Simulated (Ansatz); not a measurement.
# U-revPBE/aug-cc-pVDZ run of SiCl3 (SMILES Cl[Si](Cl)Cl)

Aim: the electronic atomisation energy of SiCl3 at U-revPBE/aug-cc-pVDZ, from 3 runs. 

The results are computed with Ansatz 0.2.0.

25 further runs of the same task are left out: 2 that didn't finish, 23 set aside as unsound or not needed.

## Step 1: The system as given

SiCl3 has 4 atoms, charge 0, and is taken as a doublet. As SMILES, `Cl[Si](Cl)Cl`. The shape is that of a PBE0-D4/def2-TZVP optimisation.

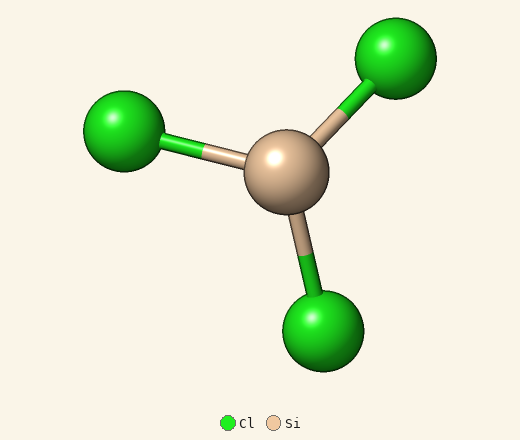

Viewed from a chosen angle; chlorine green, silicon light orange.

## Step 2: A single-point energy at U-revPBE/aug-cc-pVDZ

job.yaml reads:

```yaml
crystal:
  periodic: [false, false, false]
  atoms:
    - {symbol: Cl, position_ang: [-1.524800, -0.591600, 1.030100]}
    - {symbol: Si, position_ang: [0.116100, 0.389400, 0.310600]}
    - {symbol: Cl, position_ang: [1.694700, -0.903800, 0.219000]}
    - {symbol: Cl, position_ang: [-0.286000, 1.105900, -1.559700]}
basis:
  gaussian: {orbitals: aug-cc-pVDZ}
magnetization: {spin_polarized: true, initial_magnetization: 1}
hamiltonian: {xc: {name: revPBE}}
accuracy: high
output: {orbitals: {seedname: orbitals}}
```

Run with:

```console
$ ansatz run job.yaml --threads 1 --pin off --max-ram 3480MiB --events-out events.jsonl --progress --plain --runs-dir runs
```

Output:

```text
Warning: RAYON_NUM_THREADS=1 ignored (pool sized by the plan → 1); use --threads N
Functional definition: revPBE
  name "revPBE"
  parameter kappa = 1.245
  parameter beta = 0.06672455060314922
  exchange = pbe_x(kappa = kappa, mu = beta*pi^2/3)
  correlation = pbe_c(beta = beta)
2178 factors; integrals over basis functions are off by at most 3.2e-9 eV
mean field evaluation 1: about -45439.3839 eV, gradient 1.2e1 eV
mean field evaluation 2: about -45439.3648 eV, gradient 1.3e1 eV
mean field evaluation 4: about -45440.2560 eV, gradient 7.6e-1 eV
mean field evaluation 8: about -45440.2588 eV, gradient 6.5e-3 eV
mean field evaluation 16: about -45440.2588 eV, gradient 2.4e-6 eV
mean field -45440.25881811 eV, -1669.8987110520 hartree, gradient 3.0e-8 eV, S^2 0.752014; 0 other end points of the search recorded, 0 dependent functions left out
reference -45440.25882363 eV, -1669.8987112547 hartree; 33, 32 occupied and 75, 76 virtual orbitals, 2178 factors
Total energy: -45440.25882363 eV, -1669.8987112547 hartree
```

Run time: 18 s. Hardware: 1 thread of Arm Neoverse V2, shared host; peak memory 0.37 GiB.

## Step 3: The Cl atom

molecule.yaml reads:

```yaml
crystal:
  periodic: [false, false, false]
  atoms:
    - {symbol: Cl, position_ang: [0.000000, 0.000000, 0.000000]}
basis:
  gaussian: {orbitals: aug-cc-pVDZ}
magnetization: {spin_polarized: true, initial_magnetization: 1}
hamiltonian: {xc: {name: revPBE}}
accuracy: high
```

Run the same way, it converges to -460.06019 Eh (log not shown).

## Step 4: The Si atom, same level

run.yaml reads:

```yaml
crystal:
  periodic: [false, false, false]
  atoms:
    - {symbol: Si, position_ang: [0.000000, 0.000000, 0.000000]}
basis:
  gaussian:
    orbitals: aug-cc-pVDZ
accuracy: high
hamiltonian:
  xc: {name: revPBE}
magnetization:
  spin_polarized: true
  initial_magnetization: 2
```

Run the same way, it converges to -289.31319 Eh (log not shown).

## Step 5: Summary of results

At U-revPBE/aug-cc-pVDZ:

| quantity | value |
| --- | --- |
| molecule: total energy | -1669.89871 Eh |
| molecule: HOMO energy (highest over α and β) | -5.95 eV |
| molecule: LUMO energy (lowest over α and β) | -4.31 eV |
| molecule: ⟨S²⟩ | 0.752 |
| Cl atom: total energy | -460.06019 Eh |
| Cl atom: ⟨S²⟩ | 0.752 |
| Si atom: total energy | -289.31319 Eh |
| Si atom: ⟨S²⟩ | 2.004 |
| electronic atomisation energy | 11.019 eV |

**Reading.** Taking the molecule apart into free atoms costs 11.02 eV (254 kcal/mol), before zero-point energy and without spin-orbit coupling.
